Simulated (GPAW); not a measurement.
# A GW chain in GPAW: NaHF2 (R-3m)

Aim: the G0W0 gap of NaHF2 (R-3m) on LDA, step by step.

Calculated with GPAW 26.7.0; LDA and many-body steps on it, plane waves.

## 1. The structure

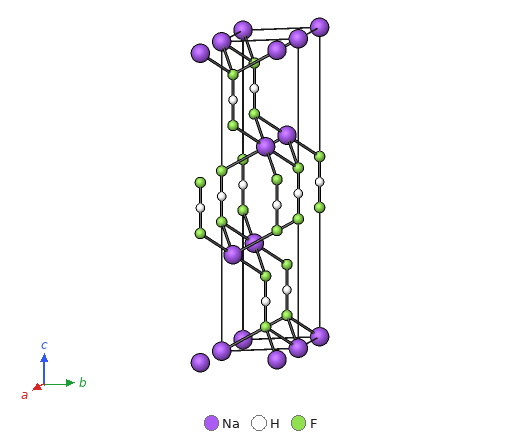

The starting structure, seen slightly off an axis (sodium purple, hydrogen white, fluorine green). 2×1×1 cells are drawn. This picture shows the conventional cell, with its axes. Bonds to atoms that aren't drawn are left out. Some periodic images of atoms are drawn too.

The cell and positions come from the Crystallography Open Database and are kept as given unless a step says otherwise.

## 2. Ground state

This step: GPAW 26.7.0; DFT, LDA, plane waves, PAW.

The ground-state density comes first.

Contents of run.py:

```python
import json
import numpy as np
from gpaw.mpi import world
from ase import Atoms
from gpaw import GPAW, PW, FermiDirac

atoms = Atoms(['Na', 'H', 'F', 'F'],
    cell=[[1.7370000000, 1.0028574176, 4.5833333333],
      [-1.7370000000, 1.0028574176, 4.5833333333],
      [0.0000000000, -2.0057148352, 4.5833333333]],
    scaled_positions=[[0.0000000000, 0.0000000000, 0.0000000000],
      [0.5000000000, 0.5000000000, 0.5000000000],
      [0.4176000000, 0.4176000000, 0.4176000000],
      [0.5824000000, 0.5824000000, 0.5824000000]],
    pbc=(True, True, True))
calc = GPAW(mode=PW(600),
    xc='LDA',
    kpts={'size': (8, 8, 8), 'gamma': True},
    occupations=FermiDirac(0.001),
    nbands=-8,
    convergence={'density': 1e-6, 'bands': -3},
    maxiter=100,
    txt='gs.txt')
atoms.calc = calc
res = {'energy': atoms.get_potential_energy()}
kpts = calc.get_ibz_k_points()
res['kpts'] = kpts
res['eigenvalues'] = [calc.get_eigenvalues(kpt=k) for k in range(len(kpts))]
res['n_electrons'] = calc.get_number_of_electrons()
calc.write('gs.gpw')

if world.rank == 0:
    with open('result.json', 'w') as f:
        json.dump(res, f, default=lambda x: x.tolist())
```

On the command line:

```
mpirun -n 4 gpaw python run.py
```

Output:

```text
__  _  _
 | _ |_)|_||  |
 |__||  | ||/\| - 26.7.0

Input parameters:
  mode=PW(ecut=600.0),
  convergence={'density': 1e-06, 'bands': -3},
  kpts=MonkhorstPack(size=(8, 8, 8), gamma=True),
  maxiter=100,
  nbands=-8,
  occupations=Occupations(name='fermi-dirac', width=0.001, fixmagmom=False),
  xc=XC(name='LDA')
  [... matrices ...]
Diagonalizing LCAO Hamiltonian
Converting LCAO to pw mode

       F

       H
       F

       Na

Atoms  # Å, Bohr magnetons
|   | symbol |        x |        y |        z |    initial magnetic moments |
| 0 |     Na | 0.000000 | 0.000000 | 0.000000 | ( 0.0000,  0.0000,  0.0000) |
| 1 |      H | 0.000000 | 0.000000 | 6.875000 | ( 0.0000,  0.0000,  0.0000) |
| 2 |      F | 0.000000 | 0.000000 | 5.742000 | ( 0.0000,  0.0000,  0.0000) |
| 3 |      F | 0.000000 | 0.000000 | 8.008000 | ( 0.0000,  0.0000,  0.0000) |

Unit cell  # Å
| periodic |         x |         y |        z |  lengths |    angles |
|      yes |  1.737000 |  1.002857 | 4.583333 | 5.002983 | 40.631430 |
|      yes | -1.737000 |  1.002857 | 4.583333 | 5.002983 | 40.631430 |
|      yes |  0.000000 | -2.005715 | 4.583333 | 5.002983 | 40.631430 |

Number of symmetries: 12
Symmetry operations  # r_c * U_cc + t_c -> r_c
|    | kind |            matrix            |
|  0 |  E   |  1, 0, 0,  0, 1, 0,  0, 0, 1 |
|  1 |  σ   |  1, 0, 0,  0, 0, 1,  0, 1, 0 |
|  2 |  σ   |  0, 1, 0,  1, 0, 0,  0, 0, 1 |
|  3 |  C3  |  0, 1, 0,  0, 0, 1,  1, 0, 0 |
|  4 |  C3  |  0, 0, 1,  1, 0, 0,  0, 1, 0 |
|  5 |  σ   |  0, 0, 1,  0, 1, 0,  1, 0, 0 |
|  6 |  C2  |  0, 0,-1,  0,-1, 0, -1, 0, 0 |
|  7 |  S6  |  0, 0,-1, -1, 0, 0,  0,-1, 0 |
|  8 |  S6  |  0,-1, 0,  0, 0,-1, -1, 0, 0 |
|  9 |  C2  |  0,-1, 0, -1, 0, 0,  0, 0,-1 |
| 10 |  C2  | -1, 0, 0,  0, 0,-1,  0,-1, 0 |
| 11 |  i   | -1, 0, 0,  0,-1, 0,  0, 0,-1 |

BZ-sampling:
  Number of BZ points: 512
  Number of IBZ points: 65

  Monkhorst-Pack size: [8, 8, 8]
  Monkhorst-Pack shift: [0.0625, 0.0625, 0.0625]

K-points  # in reciprocal-cell coordinates
|     |                                coordinates |     weight |
|   0 | (  0.00000000,   0.00000000,   0.00000000) | 0.00195312 |
|   1 | (  0.12500000,   0.00000000,  -0.12500000) | 0.01171875 |
|   2 | (  0.12500000,   0.00000000,   0.00000000) | 0.01171875 |
|   3 | (  0.12500000,   0.12500000,  -0.12500000) | 0.01171875 |
|   4 | (  0.12500000,   0.12500000,   0.00000000) | 0.01171875 |
|   5 | (  0.12500000,   0.12500000,   0.12500000) | 0.00390625 |
|   6 | (  0.25000000,  -0.12500000,  -0.12500000) | 0.01171875 |
|   7 | (  0.25000000,   0.00000000,  -0.25000000) | 0.01171875 |
|   8 | (  0.25000000,   0.00000000,  -0.12500000) | 0.02343750 |
|   9 | (  0.25000000,   0.00000000,   0.00000000) | 0.01171875 |
| ... |                                            |            |
|  64 | (  0.50000000,   0.50000000,   0.50000000) | 0.00195312 |

Plane wave coefficients: 1611
Cutoff: 600.0 eV

Spin-components: 1 (collinear spins)
Bands:           19
Projectors:      18
Spin-degeneracy: 2
Datatype:        complex128

  Storage: CPU
  Wave functions: 30_489_680 bytes (7_622_420 per core)
  Projectors: 41_722_720 bytes (10_430_680 per core)
  [... matrices ...]
Parallelization:
  kpt:    4
  domain: 1
  band:   1

Density:
  Valence electrons: 22.0
  Components: 1
  Grid points: [30 30 30]
  Charge: 0.0  # |e|

Potential:
  Grid points: [30 30 30]

species:
  Na:
    name:    Sodium
    Z:       11.0
    valence: 7
    core:    4
    charge:  0.0  # [|e|]
    compensation charges:
      type: gauss
      rc: 0.37  # [Å]
      lmax: 2
    cutoffs:
      filter: 2.17  # [Å]
      core: 2.59  # [Å]
    projectors
    | kind |    occ | energy [eV] | rcut [Å] |
    |   3s |  1.000 |      -2.819 |    1.201 |
    |   2p |  6.000 |     -28.826 |    1.217 |
    |   3p |  0.000 |      -0.774 |    1.217 |
    |    s |        |      24.392 |    1.201 |
    |    d |        |       0.000 |    1.238 |

    Using partial waves for Na as LCAO basis

  H:
    name:    Hydrogen
    Z:       1.0
    valence: 1
    core:    0
    charge:  0.0  # [|e|]
    compensation charges:
      type: gauss
      rc: 0.15  # [Å]
      lmax: 2
    cutoffs:
      filter: 0.85  # [Å]
      core: 0.53  # [Å]
    projectors
    | kind |    occ | energy [eV] | rcut [Å] |
    |   1s |  1.000 |      -6.353 |    0.476 |
    |    s |        |      20.858 |    0.476 |
    |    p |        |       0.000 |    0.476 |

    Using partial waves for H as LCAO basis

  F:
    name:    Fluorine
    Z:       9.0
    valence: 7
    core:    2
    charge:  0.0  # [|e|]
    compensation charges:
      type: gauss
      rc: 0.20  # [Å]
      lmax: 2
    cutoffs:
      filter: 1.14  # [Å]
      core: 0.74  # [Å]
    projectors
    | kind |    occ | energy [eV] | rcut [Å] |
    |   2s |  2.000 |     -29.647 |    0.635 |
    |   2p |  5.000 |     -11.293 |    0.635 |
    |    s |        |      -2.435 |    0.635 |
    |    p |        |      15.918 |    0.635 |
    |    d |        |       0.000 |    0.635 |

    Using partial waves for F as LCAO basis

Reference energy: -9808.755087  # eV

eigensolver:
  PPCG
  Converge bands: -3
  niter=2

density mixing:
  MSR1-Mixer
  Pratt-step length: 0.05
  Maximum mixing coefficient: 0.75
  Old densities: 10
  SVD Regularization: 0.005
  Good broyden scale: 1.0
  Trust region scale: 1.0
  Backstep threshold: 4.0
  History deletion threshold: 6.0
  Fourier metric: weight=20.0, sigma=0.015

occupation numbers:
  Fermi-Dirac:
    width: 0.0010  # eV

poisson solver:
  ecut: 4800.0  # eV

xc functional:
  name: None

Initialization done in: 1.876 s

convergence criteria:
- Maximum integral of absolute [dens]ity change: 1e-06 electrons / valence electron
- Maximum [total energy] change in last 3 cyles: 0.0005 eV / valence electron
- Maximum integral of absolute [eigenst]ate change: 4e-08 eV^2 / valence electron
maximum number of iterations: 100

SCF iterations
|iter     |     time |      energy | eigst |  dens |
|iter:   1|  |  -19.491387 | +1.36 |       |
|iter:   2|  |  -19.280050 | -0.04 | -1.12 |
|iter:   3|  |  -18.626218 | -0.72 | -1.17 |
|iter:   4|  |  -18.617470 | -2.85 | -1.64 |
|iter:   5|  |  -18.616687c| -3.42 | -1.95 |
|iter:   6|  |  -18.616703c| -5.17 | -3.01 |
|iter:   7|  |  -18.616708c| -6.21 | -3.43 |
|iter:   8|  |  -18.616708c| -7.68c| -4.36 |
|iter:   9|  |  -18.616708c| -8.29c| -5.31 |
|iter:  10|  |  -18.616708c| -9.17c| -5.94 |
|iter:  11|  |  -18.616708c| -9.53c| -6.55c|

Converged in 11 steps
SCF loop duration: 15.931 s (1.448 s/step)
Energy contributions relative to reference atoms: (reference = -9808.755087)
  [... matrices ...]
Energy contributions:
  Kinetic:          21.535641
  Coulomb:         -22.239610
  Zero:              0.353804
  External:          0.000000
  Xc:              -18.266544
  Entropy:          -0.000000
  Spinorbit:         0.000000
  ----------------------------
  Free energy:     -18.616708
  Extrapolated:    -18.616708

dipole moment: (-0.000000, -0.000000, -12.926113)  # |e|*Ang

Fermi level: -1.682
Eigenvalues  # (at kpt = [0.000, 0.000, 0.000])
| band index |      eig [eV] | occ [0-2] |
|          0 |       -24.019 |     2.000 |
|        ... |               |           |
|          3 |       -22.140 |     2.000 |
|          4 |       -21.852 |     2.000 |
|          5 |        -8.808 |     2.000 |
|          6 |        -4.356 |     2.000 |
|          7 |        -4.356 |     2.000 |
|          8 |        -4.065 |     2.000 |
|          9 |        -4.065 |     2.000 |
|         10 |        -3.997 |     2.000 |
|         11 |         2.766 |     0.000 |
|         12 |         9.039 |     0.000 |
|         13 |        10.173 |     0.000 |
|         14 |        13.852 |     0.000 |
|         15 |        14.819 |     0.000 |
|         16 |        14.819 |     0.000 |
|         17 |        16.949 |     0.000 |
|         18 |        16.949 |     0.000 |

Gap: 6.595 eV
Transition (v -> c):
  (s=0, k=64, n=10, [0.50, 0.50, 0.50]) -> (s=0, k=0, n=11, [0.00, 0.00, 0.00])
Direct/indirect transitions are different
Direct gap: 6.763 eV
Transition at: (s=0, k=0, n=10, [0.00, 0.00, 0.00])
# Writing to gs.gpw (mode='')
  [... matrices ...]
```

It took 20 s on 4 MPI ranks of Arm Neoverse V1, shared host; peak memory 0.78 GiB; 78 s of CPU time.

Numbers from this step:

| Property | Result |
| --- | --- |
| total energy | -18.62 eV |
| gap | 6.595 eV |
| k of the valence top | 0.5, 0.5, 0.5 |
| k of the conduction bottom | 0, 0, 0 |
| least direct gap | 6.763 eV |

The gap is indirect, with the least direct gap 0.17 eV higher.

## 3. Bands along the symmetry lines

The cheap functional maps the bands first; the places of the edges decide which points the dearer methods must see.

Contents of run.py:

```python
import json
import numpy as np
from gpaw.mpi import world
from gpaw import GPAW

path = [[0.000000, 0.000000, 0.000000],
    [0.062500, 0.062500, 0.062500],
    [0.125000, 0.125000, 0.125000],
    [0.187500, 0.187500, 0.187500],
    [0.250000, 0.250000, 0.250000],
    [0.312500, 0.312500, 0.312500],
    [0.375000, 0.375000, 0.375000],
    [0.437500, 0.437500, 0.437500],
    [0.500000, 0.500000, 0.500000],
    [0.537677, 0.462323, 0.500000],
    [0.575354, 0.424646, 0.500000],
    [0.613031, 0.386969, 0.500000],
    [0.650708, 0.349292, 0.500000],
    [0.688385, 0.311615, 0.500000],
    [0.726062, 0.273938, 0.500000],
    [0.763739, 0.236261, 0.500000],
    [0.801416, 0.198584, 0.500000],
    [0.500000, -0.198584, 0.198584],
    [0.500000, -0.173761, 0.173761],
    [0.500000, -0.148938, 0.148938],
    [0.500000, -0.124115, 0.124115],
    [0.500000, -0.099292, 0.099292],
    [0.500000, -0.074469, 0.074469],
    [0.500000, -0.049646, 0.049646],
    [0.500000, -0.024823, 0.024823],
    [0.500000, 0.000000, 0.000000],
    [0.437500, 0.000000, 0.000000],
    [0.375000, 0.000000, 0.000000],
    [0.312500, 0.000000, 0.000000],
    [0.250000, 0.000000, 0.000000],
    [0.187500, 0.000000, 0.000000],
    [0.125000, 0.000000, 0.000000],
    [0.062500, 0.000000, 0.000000],
    [0.000000, 0.000000, 0.000000],
    [0.043661, -0.043661, 0.000000],
    [0.087323, -0.087323, 0.000000],
    [0.130984, -0.130984, 0.000000],
    [0.174646, -0.174646, 0.000000],
    [0.218307, -0.218307, 0.000000],
    [0.261969, -0.261969, 0.000000],
    [0.305630, -0.305630, 0.000000],
    [0.349292, -0.349292, -0.000000],
    [0.650708, 0.000000, 0.349292],
    [0.631870, 0.000000, 0.368130],
    [0.613031, 0.000000, 0.386969],
    [0.594193, 0.000000, 0.405807],
    [0.575354, 0.000000, 0.424646],
    [0.556516, 0.000000, 0.443484],
    [0.537677, 0.000000, 0.462323],
    [0.518839, 0.000000, 0.481161],
    [0.500000, 0.000000, 0.500000],
    [0.437500, 0.000000, 0.437500],
    [0.375000, 0.000000, 0.375000],
    [0.312500, 0.000000, 0.312500],
    [0.250000, 0.000000, 0.250000],
    [0.187500, 0.000000, 0.187500],
    [0.125000, 0.000000, 0.125000],
    [0.062500, 0.000000, 0.062500],
    [0.000000, 0.000000, 0.000000]]
calc = GPAW('gs.gpw').fixed_density(kpts=path,
    symmetry='off',
    nbands=21,
    convergence={'bands': 17},
    txt='bands.txt')
res = {}
kpts = calc.get_ibz_k_points()
res['kpts'] = kpts
res['eigenvalues'] = [calc.get_eigenvalues(kpt=k) for k in range(len(kpts))]
res['n_electrons'] = calc.get_number_of_electrons()

if world.rank == 0:
    with open('result.json', 'w') as f:
        json.dump(res, f, default=lambda x: x.tolist())
```

On the command line:

```
mpirun -n 4 gpaw python run.py
```

Output:

```text
Diagonalizing LCAO Hamiltonian
Converting LCAO to pw mode
convergence criteria:
- Maximum integral of absolute [eigenst]ate change: 4e-08 eV^2 / valence electron
maximum number of iterations: 100

SCF iterations
|iter     |     time |      energy | eigst |  dens |
|iter:   1|  |             | +1.90 |       |
|iter:   2|  |             | +0.48 |       |
|iter:   3|  |             | -0.50 |       |
[...]
|iter:   7|  |             | -5.60 |       |
|iter:   8|  |             | -6.94 |       |
|iter:   9|  |             | -7.85c|       |
SCF steps: 9
  __  _  _
 | _ |_)|_||  |
 |__||  | ||/\| - 26.7.0

Input parameters:
  mode=PW(ecut=600.0),
  convergence={'bands': 17},
  gpts=array([30, 30, 30]),
  kpts=KPoints(kpts=array([[ 0.      ,  0.      ,  0.      ],
         [ 0.0625  ,  0.0625  ,  0.0625  ],
         [ 0.125   ,  0.125   ,  0.125   ],
         [ 0.1875  ,  0.1875  ,  0.1875  ],
[...]
[ 0.537677,  0.462323,  0.5     ],
         [ 0.575354,  0.424646,  0.5     ],
         [ 0.613031,  0.386969,  0.5     ],
[...]
[ 0.5     , -0.198584,  0.198584],
         [ 0.5     , -0.173761,  0.173761],
         [ 0.5     , -0.148938,  0.148938],
[...]
[ 0.5     , -0.049646,  0.049646],
         [ 0.5     , -0.024823,  0.024823],
[...]
[ 0.261969, -0.261969,  0.      ],
[...]
[ 0.349292, -0.349292, -0.      ],
         [ 0.650708,  0.      ,  0.349292],
[...]
[ 0.613031,  0.      ,  0.386969],
         [ 0.594193,  0.      ,  0.405807],
         [ 0.575354,  0.      ,  0.424646],
         [ 0.556516,  0.      ,  0.443484],
         [ 0.537677,  0.      ,  0.462323],
         [ 0.518839,  0.      ,  0.481161],
[...]
[ 0.125   ,  0.      ,  0.125   ],
         [ 0.0625  ,  0.      ,  0.0625  ],
         [ 0.      ,  0.      ,  0.      ]])),
  maxiter=100,
  nbands=21,
  occupations=Occupations(name='fermi-dirac', width=0.001, fixmagmom=False),
  parallel={},
  symmetry=Symmetry(point_group=False, time_reversal=False),
  xc=XC(name='LDA')
  [... matrices ...]
timing:  # [seconds]
  Total: 0.028  # ━━━━━━━━━━━━━━━━━━━━━━━━━━━━━━━━━━━━━━━━━━━━━━━━━━━━━━━━━━━
```

It took 16 s on 4 MPI ranks; peak memory 0.81 GiB; 64 s of CPU time.

This step gave:

| Property | Result |
| --- | --- |
| gap | 6.595 eV |
| k of the valence top | 0.5, 0.5, 0.5 |
| k of the conduction bottom | 0, 0, 0 |
| least direct gap | 6.763 eV |

The gap is 6.595 eV, as in the run before at this level.

The electronic bands at the labelled points (eV, zero at the top of the highest filled band):

```
     point  band 8  band 9  band 10  band 11  band 12  band 13  band 14  band 15
         Γ   -0.53   -0.24    -0.24    -0.17     6.60    12.87    14.00    17.68
         T   -0.74   -0.74     0.00     0.00     8.33     9.46    16.36    18.78
        H2   -1.18   -0.88    -0.32    -0.32    12.02    12.31    13.35    13.46
jump to H0   -1.18   -0.88    -0.32    -0.32    12.02    12.31    13.35    13.46
         L   -0.70   -0.53    -0.36    -0.33    10.79    11.46    14.82    15.11
         Γ   -0.53   -0.24    -0.24    -0.17     6.60    12.87    14.00    17.68
        S0   -1.24   -0.63    -0.57    -0.23    12.12    12.14    13.11    14.37
jump to S2   -1.24   -0.63    -0.57    -0.23    12.12    12.14    13.11    14.37
         F   -0.88   -0.84    -0.55    -0.12    11.63    11.82    13.26    13.40
         Γ   -0.53   -0.24    -0.24    -0.17     6.60    12.87    14.00    17.68
```

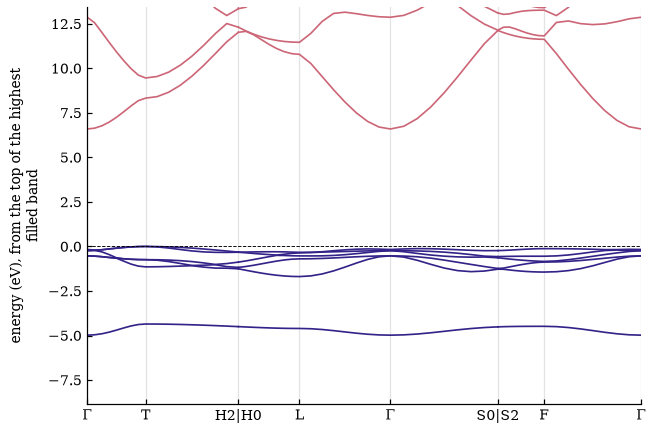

Electronic bands along the path; lines of filled and empty bands in two colours.

## 4. Empty states on the mesh, 4×4×4 mesh, 317 bands

The sums over transitions need many empty states on a uniform mesh; this step solves for them.

Contents of run.py:

```python
import json
import numpy as np
from gpaw.mpi import world
from gpaw import GPAW

calc = GPAW('gs.gpw').fixed_density(kpts={'size': (4, 4, 4), 'gamma': True},
    parallel={'domain': 1, 'band': 1},
    txt='nscf.txt')
calc.diagonalize_full_hamiltonian(nbands=317)
calc.write('full.gpw', mode='all')
res = {}
kpts = calc.get_ibz_k_points()
res['kpts'] = kpts
res['eigenvalues'] = [calc.get_eigenvalues(kpt=k) for k in range(len(kpts))]
res['n_electrons'] = calc.get_number_of_electrons()

if world.rank == 0:
    with open('result.json', 'w') as f:
        json.dump(res, f, default=lambda x: x.tolist())
```

On the command line:

```
mpirun -n 4 gpaw python run.py
```

Output:

```text
Diagonalizing LCAO Hamiltonian
Converting LCAO to pw mode
convergence criteria:
- Maximum integral of absolute [eigenst]ate change: 4e-08 eV^2 / valence electron
maximum number of iterations: 100

SCF iterations
|iter     |     time |      energy | eigst |  dens |
|iter:   1|  |             | +1.35 |       |
|iter:   2|  |             | +0.24 |       |
|iter:   3|  |             | -0.98 |       |
[...]
|iter:   8|  |             | -6.18 |       |
|iter:   9|  |             | -7.06 |       |
|iter:  10|  |             | -7.90c|       |
SCF steps: 10
  __  _  _
 | _ |_)|_||  |
 |__||  | ||/\| - 26.7.0

Input parameters:
  mode=PW(ecut=600.0),
  convergence={'density': 1e-06, 'bands': -3},
  gpts=array([30, 30, 30]),
  kpts=MonkhorstPack(size=(4, 4, 4), gamma=True),
  maxiter=100,
  nbands=19,
  occupations=Occupations(name='fermi-dirac', width=0.001, fixmagmom=False),
  parallel={'domain': 1, 'band': 1},
  xc=XC(name='LDA')
Matrix size: 1611x1611
# Writing to full.gpw (mode='all')
  [... matrices ...]

timing:  # [seconds]
  Total: 22.837  # ━━━━━━━━━━━━━━━━━━━━━━━━━━━━━━━━━━━━━━━━━━━━━━━━━━━━━━━━━━
```

Elapsed: 30 s, on 4 MPI ranks; peak memory 1.6 GiB.

This step gave:

| Quantity | Value |
| --- | --- |
| gap | 6.595 eV |
| k of the valence top | 0.5, 0.5, 0.5 |
| k of the conduction bottom | 0, 0, 0 |
| least direct gap | 6.763 eV |
| k points computed | 13 |
| lowest point of the top converged band, above the valence top | 197.4097 eV |

On this mesh the gap is 6.595 eV.

(Continued in part 2 of 2.)

[Paths, hosts, dates, memory and timing lines, banners, echoed tables and standing remarks are left out of the program output.]

[Logs are printed without paths, hosts, clocks, repeated set-up lines and the standing remarks that a program may print on its own settings, such as how far it seeks lower states.]

[Runs of the session that timed out or met a known fault of the program may be left out.]

[Hosts, paths, dates, database ids (printed as entryN), source tags and the programs' standing remarks are cut or masked in the printed files.]
